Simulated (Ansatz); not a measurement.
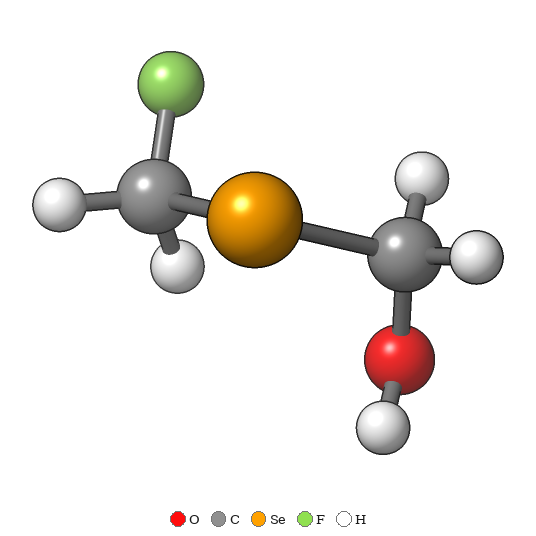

Every bond is drawn as one stick, whatever its order.

The geometry was computed by an optimisation with PBE0-D4/def2-TZVP. No frequency run is at hand to confirm it as a minimum.

What is the molecular formula?

Answer. C₂H₅FOSe, 10 atoms: 2 carbon, 5 hydrogen, 1 fluorine, 1 oxygen and 1 selenium.

Describe its rings.

Answer. It has no ring.

The parts below concern this one geometry. Atoms keep their numbers from picture to picture.

**Symmetry**

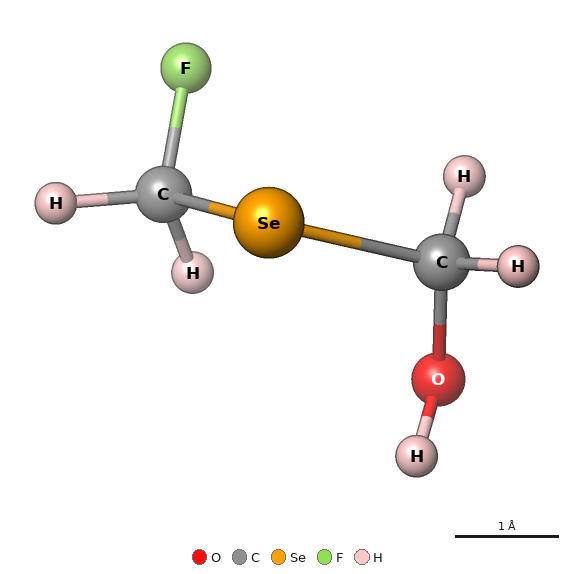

Depth is shown by fading: the farther an atom, the more it takes the colour of the background. No frequency run is at hand to confirm it as a minimum. Masses are those of the most abundant isotopes; constants are for the rigid equilibrium geometry.

Classify the rotor and give the rotational constants (MHz).

Answer. An asymmetric top (C1): A = 3849, B = 2420, C = 1706 MHz. Ray's parameter κ is −0.33, nearer the prolate limit.

**Levels of theory compared**

No frequency run is at hand to confirm it as a minimum. Program: Ansatz 0.2.0.

At this fixed geometry, give HOMO energy (eV) at these levels: B3LYP-D4/def2-TZVPP; PBE-D4/def2-TZVPP; PBE0-D4/def2-TZVPP; r2SCAN-D4/def2-TZVPP; ωB97M-V/def2-TZVPP; ωB97X-V/def2-TZVPP.

```
               level  HOMO energy (eV)
 B3LYP-D4/def2-TZVPP             −6.63
   PBE-D4/def2-TZVPP             −5.67
  PBE0-D4/def2-TZVPP             −6.85
r2SCAN-D4/def2-TZVPP             −5.92
  ωB97M-V/def2-TZVPP             −9.06
  ωB97X-V/def2-TZVPP             −9.19
```

**Charges**

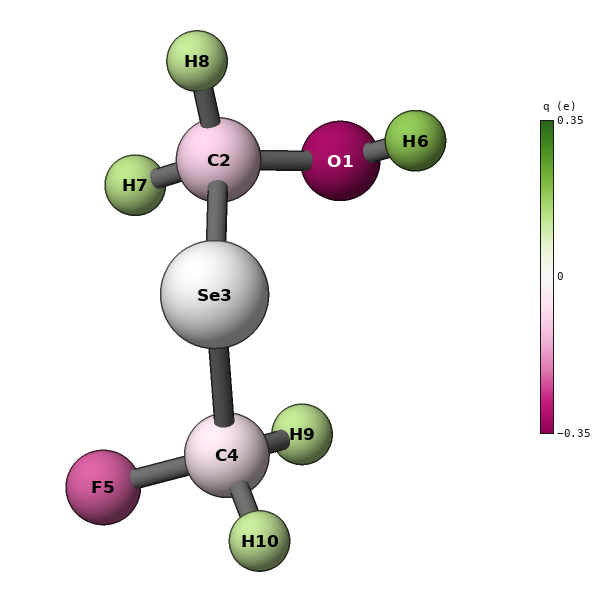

Atoms are coloured by their Mulliken charges. No frequency run is at hand to confirm it as a minimum. Method: RKS B3LYP-D4/def2-TZVPP (Ansatz 0.2.0).

Which atom carries the highest charge (most positive or least negative)?

Answer. H6 (0.19 e).

And the lowest?

Answer. O1 (−0.32 e).

List the Mulliken charges.

| atom | value (e) |
| --- | --- |
| O1 | −0.32 |
| C2 | −0.09 |
| Se3 | −0.01 |
| C4 | −0.05 |
| F5 | −0.23 |
| H6 | 0.19 |
| H7 | 0.14 |
| H8 | 0.13 |
| H9 | 0.13 |
| H10 | 0.12 |

**Dipole moment**

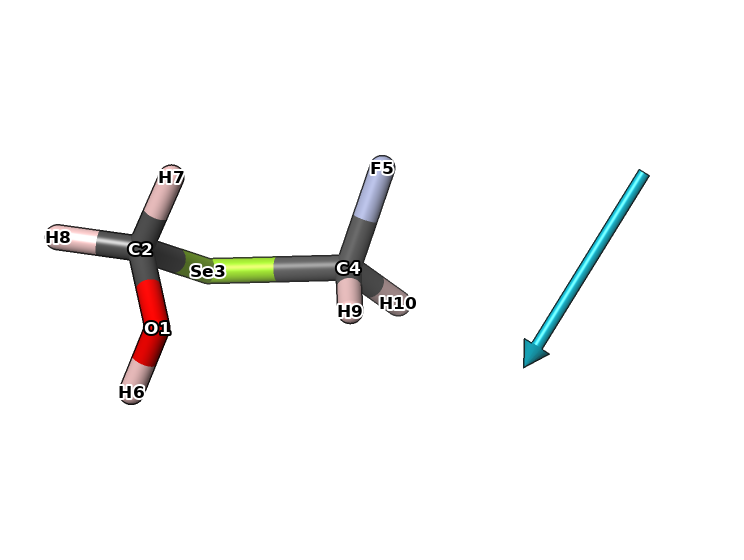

The arrow beside the molecule shows the direction of the dipole moment, from the negative to the positive end (its length means nothing). No frequency run is at hand to confirm it as a minimum. Level of theory: RKS PBE-D4/def2-TZVPP (Ansatz 0.2.0).

Estimate the dipole moment.

Answer. 1.80 D; it points from the side of F5 to the side of H6 (the outermost atoms at the two ends).

Mulliken values depend strongly on the basis set and can even reverse the polarity of a bond.
